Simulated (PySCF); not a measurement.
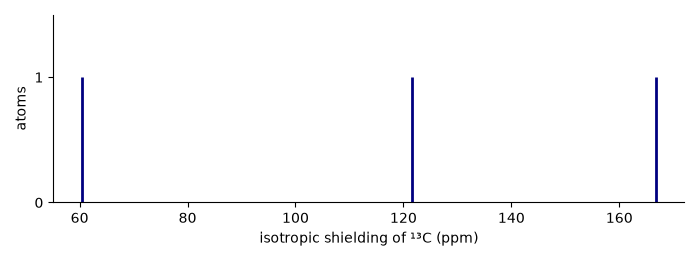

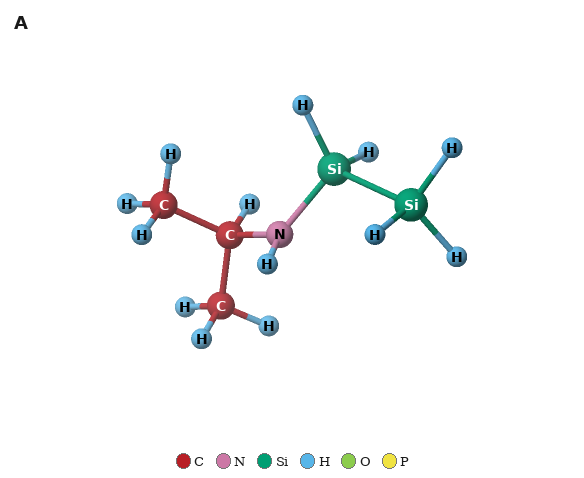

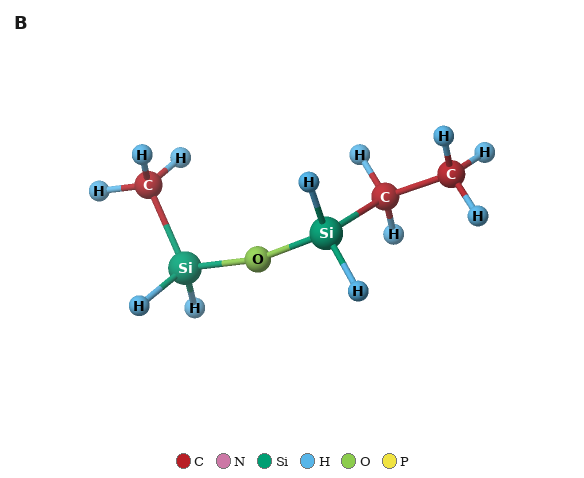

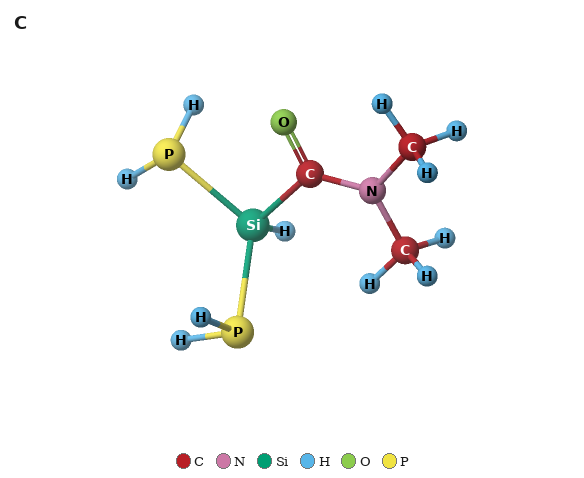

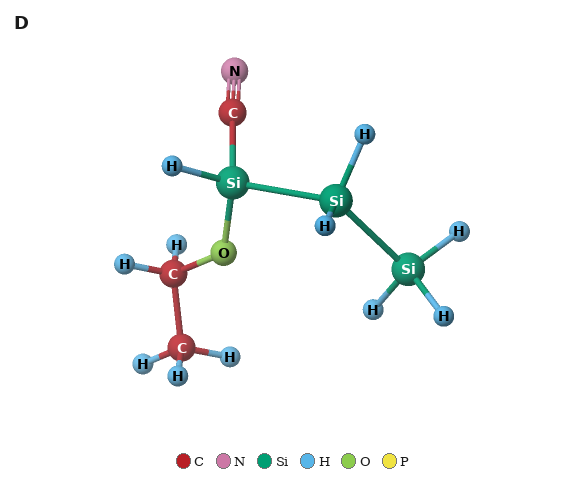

The sticks are computed shieldings of one of the molecules, for one fixed geometry (GFN2-xTB) without averaging over rotations. Low shielding means a high chemical shift. Method: GIAO PBE0/pcSseg-1 NMR shielding, non-relativistic, gas phase (PySCF 2.14.0).

Match the spectrum to a structure.

Answer. D, `CCO[Si@H](C#N)[SiH2][SiH3]`. Its 3 C atoms give lines at 60.4, 121.6, 166.7 ppm.

The geometry is semi-empirical. Around P, Si such bond lengths and angles can be off by a tenth of an ångström or more and by several degrees, and values that hang on the shape move with them.
